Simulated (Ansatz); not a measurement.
## Geometry relaxation of SnH4Cl

The run: geometry relaxation of SnH4Cl, multiplicity 2. Method and program: UKS PBE/def2-SVP (Ansatz 0.2.0).

It belongs to a series of runs on one base structure; here: end point A relaxed. Figures and captions count atoms from 1; the log counts them from 0 in places.

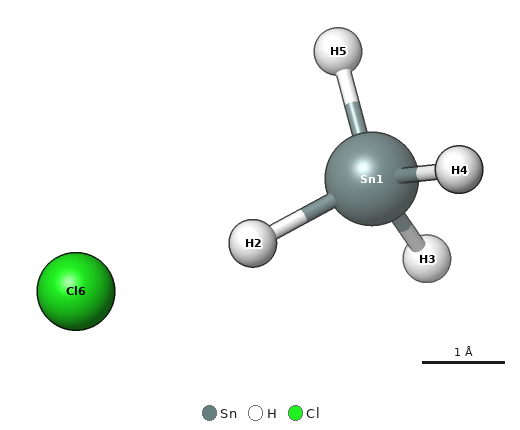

**Figure 1.** The structure as given in the input (ball-and-stick view, seen at a tilt; atoms are numbered from 1 in the order of the input). Sticks mark near contacts. Bond lengths as drawn: H–Sn 1.72 to 1.74 Å.

**Key numbers**

| quantity | value |
| --- | --- |
| outcome | converged |
| total energy | −18407.9996 eV |
| mean-field energy | −18407.9996 eV |
| ⟨S²⟩ | 0.751 |
| largest force (length of the vector) at the end | 0.005 eV/Å |
| hardware | 1 thread of Arm Neoverse V2, 24 GiB of memory available, shared host |
| wall time | 40 s |
| peak memory | 0.13 GiB |

**The input**
```yaml
crystal:
  periodic: [false, false, false]
  atoms:
    - { symbol: Sn, position_ang: [0.030301, 5.0e-06, -0.082342] }
    - { symbol: H, position_ang: [0.231234, 1.0e-06, 1.647578] }
    - { symbol: H, position_ang: [1.611371, 3.0e-06, -0.768288] }
    - { symbol: H, position_ang: [-0.836858, 1.419827, -0.526305] }
    - { symbol: H, position_ang: [-0.836861, -1.419825, -0.526274] }
    - { symbol: Cl, position_ang: [-0.197388, -1.0e-05, 4.167431] }
magnetization:
  spin_polarized: true
  initial_magnetization: 1
basis:
  gaussian: { orbitals: def2-SVP }
hamiltonian:
  xc: pbe
relax:
  f_tol: 0.03
  max_steps: 50
output:
  orbitals: {}
```

Launch command:
```bash
ansatz run input.yaml --threads 1 --pin off --max-ram 2048MiB --backend cpu --events-out ev --progress --plain --runs-dir out
```

**What the program printed**
```
The last accepted step is kept in [file] (removed where the run ends without a failure and the disk answers)
Engine: ansatz 0.2.0, aarch64-unknown-linux-gnu
Functional definition: PBE
  parameter kappa = 0.804
  parameter beta = 0.06672455060314922
  exchange = pbe_x(kappa = kappa, mu = beta*pi^2/3)
  correlation = pbe_c(beta = beta)
718 factors; their error is unknown
mean field evaluation 1: about -18406.2801 eV, gradient 9.4e0 eV
mean field evaluation 2: about -18406.6711 eV, gradient 5.7e0 eV
mean field evaluation 4: about -18406.9359 eV, gradient 5.2e-1 eV
mean field evaluation 8: about -18406.9198 eV, gradient 1.4e-2 eV
mean field evaluation 16: about -18406.9198 eV, gradient 2.2e-5 eV
mean field evaluation 32: about -18406.8557 eV, gradient 4.7e-1 eV
mean field -18406.91982725 eV, -676.4418269929 hartree, gradient 8.8e-6 eV, S^2 0.751275; 8 other end points of the search recorded, 0 dependent functions left out
the calculation of the forces begins
reference -18406.91986673 eV, -676.4418284440 hartree; 22, 21 occupied and 42, 43 virtual orbitals, 718 factors
relax step   1: F+E_penalty+E_count = -18406.91982725 eV  Δ(F+E_penalty+E_count) = +0.000e0 eV  max|allowed force component| = 4.737e-1 eV/Å  Δτ_max = 0.0000 Å  (165 SCF iters, accepted)
these checks for a lower state are left out or cut short: starts, cluster_reference, orbital_swaps, neighbouring_geometries, increment
718 factors; their error is unknown
mean field evaluation 64: about -18406.9993 eV, gradient 2.1e-4 eV
mean field -18406.99932913 eV, -676.4447486331 hartree, gradient 1.2e-5 eV, S^2 0.751276; 0 other end points of the search recorded, 0 dependent functions left out
[... from here on the field's lines of each further geometry are left out, up to the last ...]
relax step   2: F+E_penalty+E_count = -18406.99932913 eV  Δ(F+E_penalty+E_count) = -7.950e-2 eV  max|allowed force component| = 5.562e-1 eV/Å  Δτ_max = 0.1391 Å  (37 SCF iters, accepted)
relax step   3: F+E_penalty+E_count = -18407.17824242 eV  Δ(F+E_penalty+E_count) = -1.789e-1 eV  max|allowed force component| = 7.683e-1 eV/Å  Δτ_max = 0.1950 Å  (33 SCF iters, accepted)
relax step   4: F+E_penalty+E_count = -18407.44384923 eV  Δ(F+E_penalty+E_count) = -2.656e-1 eV  max|allowed force component| = 1.119e0 eV/Å  Δτ_max = 0.1945 Å  (29 SCF iters, accepted)
relax step   5: F+E_penalty+E_count = -18407.83587744 eV  Δ(F+E_penalty+E_count) = -3.920e-1 eV  max|allowed force component| = 1.077e0 eV/Å  Δτ_max = 0.1924 Å  (28 SCF iters, accepted)
relax step   6: F+E_penalty+E_count = -18407.62671845 eV  Δ(F+E_penalty+E_count) = +2.092e-1 eV  max|allowed force component| = 5.001e0 eV/Å  Δτ_max = 0.1982 Å  (28 SCF iters, rejected (line search))
relax step   7: F+E_penalty+E_count = -18407.92924605 eV  Δ(F+E_penalty+E_count) = -9.337e-2 eV  max|allowed force component| = 6.683e-1 eV/Å  Δτ_max = 0.0964 Å  (28 SCF iters, accepted)
relax step   8: F+E_penalty+E_count = -18407.96426292 eV  Δ(F+E_penalty+E_count) = -3.502e-2 eV  max|allowed force component| = 4.355e-1 eV/Å  Δτ_max = 0.0973 Å  (27 SCF iters, accepted)
relax step   9: F+E_penalty+E_count = -18407.99183965 eV  Δ(F+E_penalty+E_count) = -2.758e-2 eV  max|allowed force component| = 1.968e-1 eV/Å  Δτ_max = 0.1443 Å  (27 SCF iters, accepted)
relax step  10: F+E_penalty+E_count = -18407.99357664 eV  Δ(F+E_penalty+E_count) = -1.737e-3 eV  max|allowed force component| = 1.583e-1 eV/Å  Δτ_max = 0.0471 Å  (23 SCF iters, accepted)
relax step  11: F+E_penalty+E_count = -18407.99607395 eV  Δ(F+E_penalty+E_count) = -2.497e-3 eV  max|allowed force component| = 1.465e-2 eV/Å  Δτ_max = 0.0830 Å  (24 SCF iters, accepted)
relax step  12: F+E_penalty+E_count = -18407.99673641 eV  Δ(F+E_penalty+E_count) = -6.625e-4 eV  max|allowed force component| = 2.080e-1 eV/Å  Δτ_max = 0.0907 Å  (26 SCF iters, accepted)
relax step  13: F+E_penalty+E_count = -18407.99855212 eV  Δ(F+E_penalty+E_count) = -1.816e-3 eV  max|allowed force component| = 6.041e-3 eV/Å  Δτ_max = 0.0454 Å  (23 SCF iters, accepted)
relax step  14: F+E_penalty+E_count = -18407.99913013 eV  Δ(F+E_penalty+E_count) = -5.780e-4 eV  max|allowed force component| = 5.741e-2 eV/Å  Δτ_max = 0.0768 Å  (27 SCF iters, accepted)
relax step  15: F+E_penalty+E_count = -18407.99920537 eV  Δ(F+E_penalty+E_count) = -7.524e-5 eV  max|allowed force component| = 4.412e-2 eV/Å  Δτ_max = 0.0317 Å  (24 SCF iters, accepted)
relax step  16: F+E_penalty+E_count = -18407.99935453 eV  Δ(F+E_penalty+E_count) = -1.492e-4 eV  max|allowed force component| = 5.284e-2 eV/Å  Δτ_max = 0.0309 Å  (24 SCF iters, accepted)
the calculation of the forces begins
reference -18407.99958411 eV, -676.4815073257 hartree; 22, 21 occupied and 42, 43 virtual orbitals, 718 factors
relax step  17: F+E_penalty+E_count = -18407.99954623 eV  Δ(F+E_penalty+E_count) = -1.917e-4 eV  max|allowed force component| = 4.409e-3 eV/Å  Δτ_max = 0.0042 Å  (22 SCF iters, accepted)
718 factors; their error is unknown
mean field evaluation 160: about -18408.0168 eV, gradient 3.6e-2 eV
```

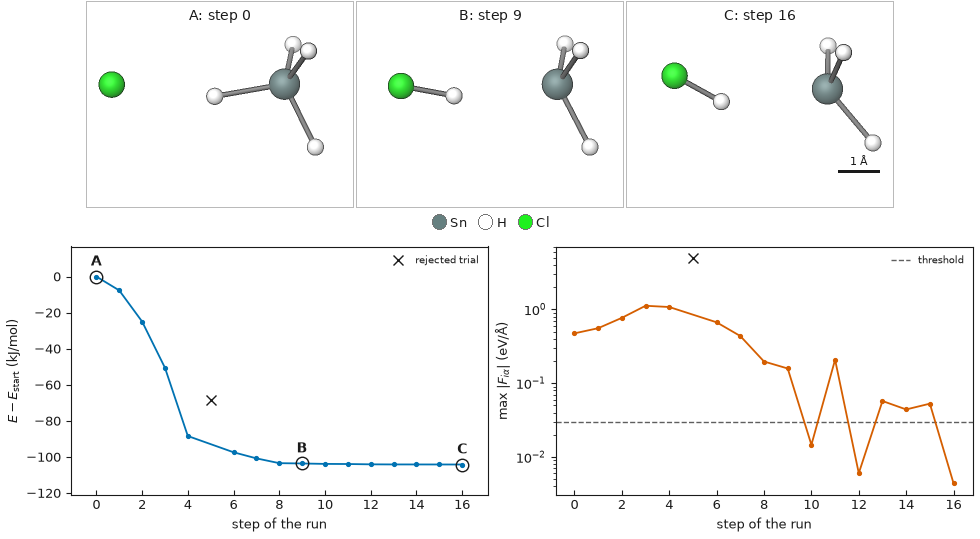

**Figure 2.** Frames of the relaxation (ball-and-stick view, seen at a tilt) above the curves, on which the letters mark them (the first geometry is step 0 here and step 1 in the log).

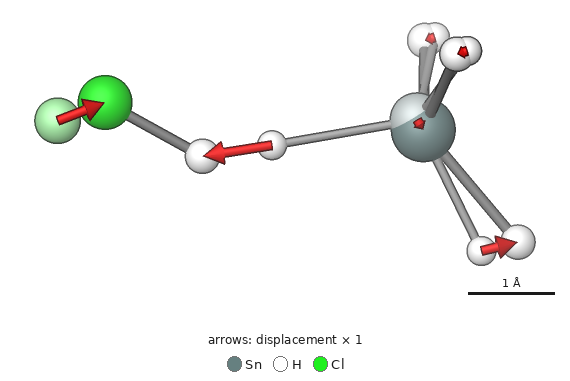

**Figure 3.** Start (faint) and end (solid) with the displacements as red arrows, at true length (ball-and-stick view, seen at a tilt). The two geometries are laid on each other by the best rigid fit. After 16 geometry steps the energy has fallen by 104.2 kJ/mol. The largest force component goes from 0.47 to 0.0044 eV/Å. The line search rejected the trial step at point 5 (counted from 0) and went back. H2 moves most after the best rigid fit: 0.83 Å. Largest moves by element: H 0.83 Å, Cl 0.60 Å, Sn 0.14 Å. Among the contacts that change: H2–Cl6 2.556 → 1.319 Å, Sn1–H2 1.742 → 2.630 Å, Sn1–H3 1.723 → 1.738 Å, Sn1–H4 1.722 → 1.735 Å. New bonds form: H2–Cl6 (2.56 → 1.32 Å). Bonds break: Sn1–H2 (1.74 → 2.63 Å). (Atoms are counted from 1 in the order of the input.)

```
mean field -18407.99954623 eV, -676.4815059337 hartree, gradient 1.6e-5 eV, S^2 0.750896; 1 other end points of the search recorded, 0 dependent functions left out
the calculation of the forces begins
reference -18407.99958411 eV, -676.4815073257 hartree; 22, 21 occupied and 42, 43 virtual orbitals, 718 factors
Total energy: -18407.99958411 eV, -676.4815073257 hartree
Atom 0 at     0.159146    -0.000000    -0.147464 Å, force     0.004409    -0.000001    -0.001234 eV/Å
Atom 1 at     0.294365     0.000003     2.479021 Å, force    -0.001204    -0.000000     0.000932 eV/Å
Atom 2 at     1.551687    -0.000002    -1.186991 Å, force    -0.002129     0.000000     0.001171 eV/Å
Atom 3 at    -0.794795     1.424496    -0.412155 Å, force    -0.000904     0.000617    -0.000019 eV/Å
Atom 4 at    -0.794794    -1.424498    -0.412151 Å, force    -0.000904    -0.000616    -0.000019 eV/Å
Atom 5 at    -0.413811     0.000003     3.591540 Å, force     0.000733     0.000000    -0.000831 eV/Å
Dipole moment:     0.137643    -0.000000    -0.301033 e Å
```

**Trajectory as extended XYZ (Å, eV, eV/Å), 17 frames, from step=1 to step=17**
```
6
Properties=species:S:1:pos:R:3:forces:R:3 step=1 energy=-18406.91983
Sn    0.0303    0.0000   -0.0823   -0.0113   0.0000  -0.0762
H     0.2312    0.0000    1.6476   -0.0460   0.0000   0.4737
H     1.6114    0.0000   -0.7683    0.0046   0.0000  -0.0052
H    -0.8369    1.4198   -0.5263   -0.0019   0.0013   0.0138
H    -0.8369   -1.4198   -0.5263   -0.0019  -0.0013   0.0138
Cl   -0.1974    0.0000    4.1674    0.0564   0.0000  -0.4199
6
Properties=species:S:1:pos:R:3:forces:R:3 step=2 energy=-18406.99933
Sn    0.0317    0.0000   -0.0602   -0.0211   0.0000  -0.0700
H     0.2407    0.0000    1.6774   -0.0553   0.0000   0.5562
H     1.6103    0.0000   -0.7539   -0.0022   0.0000   0.0089
H    -0.8392    1.4219   -0.4900    0.0000  -0.0009   0.0151
H    -0.8392   -1.4219   -0.4900    0.0000   0.0009   0.0151
Cl   -0.2026    0.0000    4.0284    0.0786   0.0000  -0.5253
6
Properties=species:S:1:pos:R:3:forces:R:3 step=3 energy=-18407.17824
Sn    0.0322    0.0000   -0.0167   -0.0106   0.0000  -0.0035
H     0.2219    0.0000    1.7746   -0.1079   0.0000   0.5169
H     1.6029    0.0000   -0.7390   -0.0076   0.0000   0.1021
H    -0.8369    1.4180   -0.4708    0.0010   0.0046   0.0764
H    -0.8369   -1.4180   -0.4708    0.0010  -0.0046   0.0764
Cl   -0.1815    0.0000    3.8346    0.1242   0.0000  -0.7683
6
Properties=species:S:1:pos:R:3:forces:R:3 step=4 energy=-18407.44385
Sn    0.0302    0.0000    0.0139   -0.0053   0.0000  -0.1501
H     0.1923    0.0000    1.8799   -0.1755   0.0000   0.9458
H     1.6022    0.0000   -0.7160   -0.0100   0.0000   0.1301
H    -0.8364    1.4185   -0.4543   -0.0024   0.0060   0.0968
H    -0.8364   -1.4185   -0.4543   -0.0024  -0.0060   0.0968
Cl   -0.1499    0.0000    3.6426    0.1956   0.0000  -1.1194
6
Properties=species:S:1:pos:R:3:forces:R:3 step=5 energy=-18407.83588
Sn    0.0292    0.0000    0.0227    0.0172   0.0000  -0.5889
H     0.1589    0.0000    2.0202   -0.1011   0.0000   1.0769
H     1.6056    0.0000   -0.7001    0.0160   0.0000   0.0350
H    -0.8381    1.4216   -0.4421   -0.0262   0.0272   0.0327
H    -0.8381   -1.4216   -0.4421   -0.0262  -0.0271   0.0327
Cl   -0.1158    0.0000    3.4533    0.1203   0.0000  -0.5883
6
Properties=species:S:1:pos:R:3:forces:R:3 step=6 energy=-18407.62672 accepted=F
Sn    0.0296    0.0000   -0.0383   -0.0167   0.0000  -0.4073
H     0.1375    0.0000    2.2173    0.9698   0.0000  -4.3317
H     1.6123    0.0000   -0.7259    0.0931   0.0000  -0.1202
H    -0.8428    1.4280   -0.4684   -0.0424   0.0441  -0.0709
H    -0.8428   -1.4280   -0.4684   -0.0424  -0.0441  -0.0709
Cl   -0.0918    0.0000    3.3955   -0.9613   0.0000   5.0011
6
Properties=species:S:1:pos:R:3:forces:R:3 step=7 energy=-18407.92925
Sn    0.0294    0.0000   -0.0495   -0.0450   0.0000  -0.0641
H     0.1600    0.0000    2.1167   -0.0912   0.0000   0.6683
H     1.6143    0.0000   -0.7196    0.1207   0.0000  -0.1020
H    -0.8442    1.4288   -0.4607   -0.0371   0.0476  -0.0492
H    -0.8442   -1.4288   -0.4607   -0.0371  -0.0476  -0.0492
Cl   -0.1135    0.0000    3.4855    0.0897   0.0000  -0.4038
6
Properties=species:S:1:pos:R:3:forces:R:3 step=8 energy=-18407.96426
Sn    0.0300    0.0000   -0.0886    0.0712   0.0000  -0.0526
H     0.1545    0.0000    2.2138    0.0823   0.0000  -0.2038
H     1.6341    0.0000   -0.7592   -0.0959   0.0000  -0.0524
H    -0.8526    1.4369   -0.4854    0.0132  -0.0281  -0.0633
H    -0.8526   -1.4369   -0.4854    0.0132   0.0281  -0.0633
Cl   -0.1115    0.0000    3.5167   -0.0839   0.0000   0.4355
6
Properties=species:S:1:pos:R:3:forces:R:3 step=9 energy=-18407.99184
Sn    0.0331    0.0000   -0.1289    0.0669   0.0000  -0.0127
H     0.1673    0.0000    2.3550   -0.0404   0.0000   0.1968
H     1.6187    0.0000   -0.8464   -0.0657   0.0000   0.0053
H    -0.8473    1.4289   -0.5643    0.0022  -0.0070  -0.0089
H    -0.8473   -1.4289   -0.5643    0.0022   0.0070  -0.0089
Cl   -0.1227    0.0000    3.6605    0.0349   0.0000  -0.1715
6
Properties=species:S:1:pos:R:3:forces:R:3 step=10 energy=-18407.99358
Sn    0.0381    0.0000   -0.1535    0.0463   0.0000   0.0579
H     0.1760    0.0000    2.4013   -0.0388   0.0000   0.1517
H     1.6167    0.0000   -0.8789   -0.0376   0.0000  -0.0150
H    -0.8462    1.4293   -0.5764   -0.0015  -0.0017  -0.0182
H    -0.8462   -1.4293   -0.5764   -0.0015   0.0017  -0.0182
Cl   -0.1366    0.0000    3.6956    0.0331   0.0000  -0.1583
6
Properties=species:S:1:pos:R:3:forces:R:3 step=11 energy=-18407.99607
Sn    0.0701    0.0000   -0.1482    0.0012   0.0000  -0.0063
H     0.1879    0.0000    2.4235    0.0137   0.0000  -0.0104
H     1.6051    0.0000   -0.9612   -0.0147   0.0000   0.0005
H    -0.8352    1.4260   -0.5464    0.0064  -0.0078   0.0029
H    -0.8352   -1.4260   -0.5464    0.0064   0.0078   0.0029
Cl   -0.1910    0.0000    3.6906   -0.0131   0.0000   0.0103
6
Properties=species:S:1:pos:R:3:forces:R:3 step=12 energy=-18407.99674
Sn    0.1006    0.0000   -0.1457   -0.0159   0.0000  -0.0300
H     0.2434    0.0000    2.4491   -0.0833   0.0000   0.1906
H     1.5865    0.0000   -1.0466   -0.0016   0.0000   0.0106
H    -0.8245    1.4240   -0.5085    0.0098  -0.0100   0.0184
H    -0.8245   -1.4240   -0.5085    0.0098   0.0100   0.0184
Cl   -0.2798    0.0000    3.6720    0.0811   0.0000  -0.2080
6
Properties=species:S:1:pos:R:3:forces:R:3 step=13 energy=-18407.99855
Sn    0.1115    0.0000   -0.1470    0.0023   0.0000   0.0005
H     0.2634    0.0000    2.4557   -0.0003   0.0000  -0.0012
H     1.5801    0.0000   -1.0740    0.0022   0.0000  -0.0060
H    -0.8193    1.4248   -0.4830   -0.0003  -0.0005   0.0043
H    -0.8193   -1.4248   -0.4830   -0.0003   0.0005   0.0043
Cl   -0.3148    0.0000    3.6431   -0.0036   0.0000  -0.0020
6
Properties=species:S:1:pos:R:3:forces:R:3 step=14 energy=-18407.99913
Sn    0.1426    0.0000   -0.1524    0.0065   0.0000  -0.0081
H     0.2790    0.0000    2.4758   -0.0275   0.0000   0.0467
H     1.5683    0.0000   -1.1498   -0.0308   0.0000   0.0155
H    -0.8075    1.4234   -0.4434    0.0122  -0.0065   0.0017
H    -0.8075   -1.4234   -0.4434    0.0122   0.0065   0.0017
Cl   -0.3731    0.0000    3.6250    0.0274   0.0000  -0.0574
6
Properties=species:S:1:pos:R:3:forces:R:3 step=15 energy=-18407.99921
Sn    0.1553    0.0000   -0.1450    0.0281   0.0000  -0.0441
H     0.2690    0.0000    2.4666    0.0222   0.0000  -0.0173
H     1.5562    0.0000   -1.1791   -0.0320   0.0000   0.0333
H    -0.7945    1.4265   -0.4197   -0.0003  -0.0086   0.0047
H    -0.7945   -1.4265   -0.4197   -0.0003   0.0086   0.0047
Cl   -0.3898    0.0000    3.6087   -0.0175   0.0000   0.0188
6
Properties=species:S:1:pos:R:3:forces:R:3 step=16 energy=-18407.99935
Sn    0.1596    0.0000   -0.1432    0.0060   0.0000  -0.0347
H     0.2970    0.0000    2.4796   -0.0347   0.0000   0.0514
H     1.5512    0.0000   -1.1871   -0.0114   0.0000   0.0186
H    -0.7962    1.4225   -0.4155    0.0031   0.0027   0.0088
H    -0.7962   -1.4225   -0.4155    0.0031  -0.0027   0.0088
Cl   -0.4135    0.0000    3.5935    0.0341   0.0000  -0.0528
6
Properties=species:S:1:pos:R:3:forces:R:3 step=17 energy=-18407.99955
Sn    0.1591    0.0000   -0.1475    0.0044   0.0000  -0.0012
H     0.2944    0.0000    2.4790   -0.0012   0.0000   0.0009
H     1.5517    0.0000   -1.1870   -0.0021   0.0000   0.0012
H    -0.7948    1.4245   -0.4122   -0.0009   0.0006   0.0000
H    -0.7948   -1.4245   -0.4122   -0.0009  -0.0006   0.0000
Cl   -0.4138    0.0000    3.5915    0.0007   0.0000  -0.0008
```

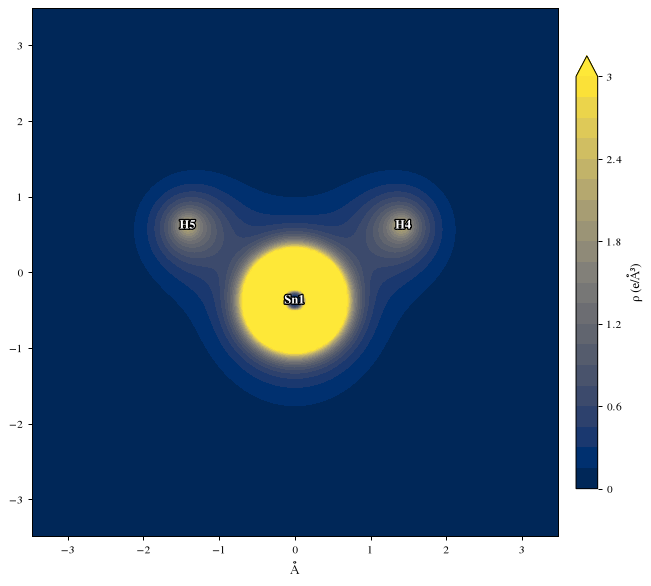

**Figure 4.** Total electron density on the plane of atoms H4, Sn1 and H5. The section cuts through Sn and H sites. Sn–H (1.73 Å): ρ is about 1.1 e/Å³ halfway, with its minimum of 0.69 e/Å³ about 1.1 Å from Sn.

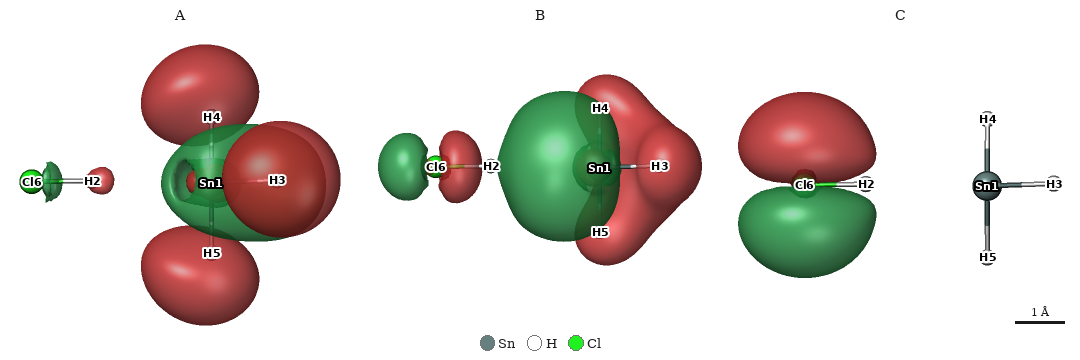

**Figure 5.** Three frontier orbitals at ±0.08 Å⁻³ᐟ² (green and red are the two phases). C is the HOMO−1 (α) (−7.37 eV). B is the HOMO (α) (−5.49 eV). It lies mainly on Sn1 (70 %) and Cl6 (10 %). A is the LUMO (α) (−0.58 eV). It lies mainly on Sn1 (50 %), H4 (15 %), H5 (15 %) and H3 (15 %). The HOMO–LUMO gap is 4.91 eV between the orbital energies.
